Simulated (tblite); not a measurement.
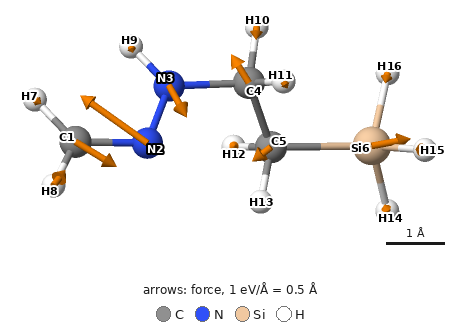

Starting geometry of C$_{3}$H$_{10}$N$_{2}$Si with the computed forces as orange arrows. The picture is a ball-and-stick view, seen at a tilt.

These are results of tblite 0.8.0, GFN2-xTB geometry optimisation, gas phase, not measurements. 

Q: What follows when this structure is relaxed?

A: It isn't relaxed: the largest force vector, on N2, is 2.94 eV/Å. The final displacements have little in common with the starting forces (cosine between the two patterns 0.15). Over 89 geometry steps the energy falls by 5.94 kcal/mol. H9 moves most after the best rigid fit: 0.54 Å. By element the largest moves are H 0.54 Å, N 0.39 Å, C 0.12 Å, Si 0.03 Å. Some distances before and after: C5–Si6 1.860 → 1.901 Å, C1–N2 1.302 → 1.264 Å, Si6–H15 1.495 → 1.463 Å, N2–N3 1.360 → 1.329 Å. Bond angles that change, for instance: C1–N2–N3 114.3° → 121.2°, C4–N3–H9 121.1° → 116.1°, N2–N3–H9 121.0° → 117.8°. Cost: 0.85 s on 1 thread of Arm Neoverse N1, on a shared host.
